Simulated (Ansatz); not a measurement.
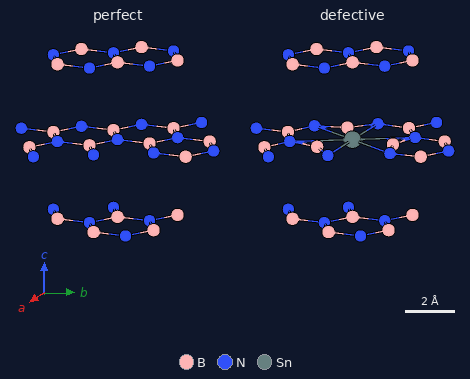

Left: perfect BN. Right: the same region with one point defect, after relaxing the atoms in a supercell of 36 sites. A ball-and-stick model of the atoms within 4.6 Å of one point, in a slice 5.0 Å thick across the line of sight, seen slightly off an axis.

Computed with DFT, PBE, plane-wave PAW, default files, scalar-relativistic in Ansatz 0.2.0. (plane-wave cutoff 420 eV; k-point mesh 3 × 3 × 3; occupations fermi dirac; smearing width 0.01 eV; no spin polarisation) A uniform background neutralises the charged cell. The axes drawn are those of the host's conventional cell.

### What kind of defect was made?

A nitrogen atom is replaced by tin.

The charge state of the cell is −1.

### How does the lattice respond?

In the host the N atom has 3 B at 1.44 Å; the Sn atom ends with 3 B at 1.82 Å. Of the host's atoms, a boron atom moves furthest from its site, by 0.38 Å. Relaxing the atoms from the host's sites lowers the energy by 20.46 eV.

Limits of the set-up: the periodic images lie only 6.6 Å apart, so the values are limited by the cell's size; the cell is charged, on a uniform background, and energies carry no finite-size correction.
